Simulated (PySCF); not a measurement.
Breaking a bond: I2, singlet.

- UKS-B3LYP = unrestricted B3LYP/def2-SVP, def2 effective core potentials past Kr in PySCF

Magnitude of the dipole moment (D; its direction can reverse along the curve, and a method can change to another solution) and Mulliken charge of the fragment that holds I1:

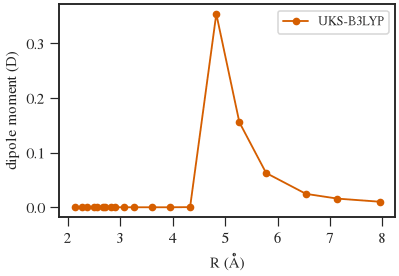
*Dipole moment against bond length.*

```json
[
 {"R / Å": "2.13", "μ UKS-B3LYP": "0.00", "q UKS-B3LYP": "0.00"},
 {"R / Å": "2.27", "μ UKS-B3LYP": "0.00", "q UKS-B3LYP": "0.00"},
 {"R / Å": "2.37", "μ UKS-B3LYP": "0.00", "q UKS-B3LYP": "0.00"},
 {"R / Å": "2.49", "μ UKS-B3LYP": "0.00", "q UKS-B3LYP": "0.00"},
 {"R / Å": "2.56", "μ UKS-B3LYP": "0.00", "q UKS-B3LYP": "0.00"},
 {"R / Å": "2.66", "μ UKS-B3LYP": "0.00", "q UKS-B3LYP": "0.00"},
 {"R / Å": "2.71", "μ UKS-B3LYP": "0.00", "q UKS-B3LYP": "0.00"},
 {"R / Å": "2.83", "μ UKS-B3LYP": "0.00", "q UKS-B3LYP": "0.00"},
 {"R / Å": "2.90", "μ UKS-B3LYP": "0.00", "q UKS-B3LYP": "0.00"},
 {"R / Å": "3.07", "μ UKS-B3LYP": "0.00", "q UKS-B3LYP": "0.00"},
 {"R / Å": "3.26", "μ UKS-B3LYP": "0.00", "q UKS-B3LYP": "0.00"},
 {"R / Å": "3.60", "μ UKS-B3LYP": "0.00", "q UKS-B3LYP": "0.00"},
 {"R / Å": "3.94", "μ UKS-B3LYP": "0.00", "q UKS-B3LYP": "0.00"},
 {"R / Å": "4.33", "μ UKS-B3LYP": "0.00", "q UKS-B3LYP": "0.00"},
 {"R / Å": "4.83", "μ UKS-B3LYP": "0.35", "q UKS-B3LYP": "-0.01"},
 {"R / Å": "5.27", "μ UKS-B3LYP": "0.16", "q UKS-B3LYP": "0.00"},
 {"R / Å": "5.78", "μ UKS-B3LYP": "0.06", "q UKS-B3LYP": "0.00"},
 {"R / Å": "6.54", "μ UKS-B3LYP": "0.02", "q UKS-B3LYP": "0.00"},
 {"R / Å": "7.14", "μ UKS-B3LYP": "0.02", "q UKS-B3LYP": "0.00"},
 {"R / Å": "7.95", "μ UKS-B3LYP": "0.01", "q UKS-B3LYP": "0.00"}
]
```

The unrestricted determinant behind UKS-B3LYP is spin-contaminated at 3.26 to 7.95 Å (<S²> up to 1.0, against 0.00 for a pure singlet).
